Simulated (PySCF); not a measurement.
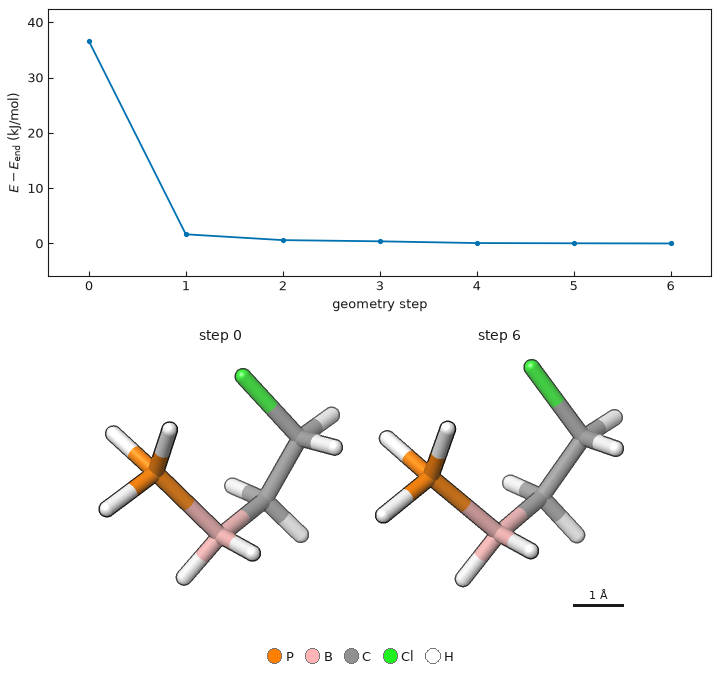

First and last geometry of a relaxation of C2H9BClP, with the history of the run. Style: stick. Shown at a tilt.

The start comes from GFN2-xTB. Its atoms were then displaced at random by about 0.01 Å.

Method: PBE0-D3(BJ)/def2-SVP geometry optimisation, gas phase (PySCF). 

Question: Read the history and describe the run.

Answer: It converged. Over 6 geometry steps the energy falls by 36.6 kJ/mol. The largest move after the best rigid fit is that of the Cl atom, 0.27 Å. By element the largest moves are Cl 0.27 Å, H 0.17 Å, P 0.13 Å, C 0.10 Å, B 0.04 Å. Some distances before and after: Cl–P 2.774 → 3.164 Å, H–P 1.349 → 1.416 Å, C–Cl 1.757 → 1.813 Å, B–H 1.177 → 1.226 Å. Bond angles that change, for instance: B–P–H 125.0° → 119.8°, H–P–H 95.3° → 100.1°, B–C–C 113.0° → 117.3°.
